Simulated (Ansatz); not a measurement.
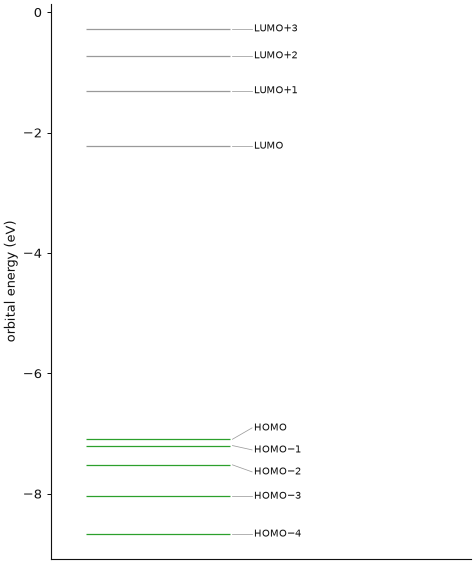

Kohn-Sham orbital energies near the frontier, LDA (SPW92)/def2-TZVPP in the Ansatz code, at a PBE0-D4/def2-TZVP geometry (a minimum by its frequencies), isolated molecule; empty levels in grey, levels within 0.03 eV side by side.

> Which molecule has this level scheme?
A. TiHSeClF₂, SMILES [F][Ti]([F])([Cl])[SeH], singlet
B. CH₆AlClSi, SMILES [CH3][AlH][SiH2]Cl, singlet
C. C₂H₅ClSn, SMILES C=[CH][SnH2][Cl], singlet

Option C. HOMO −7.09 eV, LUMO −2.22 eV, separation 4.87 eV.

Caveats: core potentials past krypton; spin-orbit coupling is left out, and with Sn it can shift these levels and split any degenerate set; one conformer of a flexible molecule.
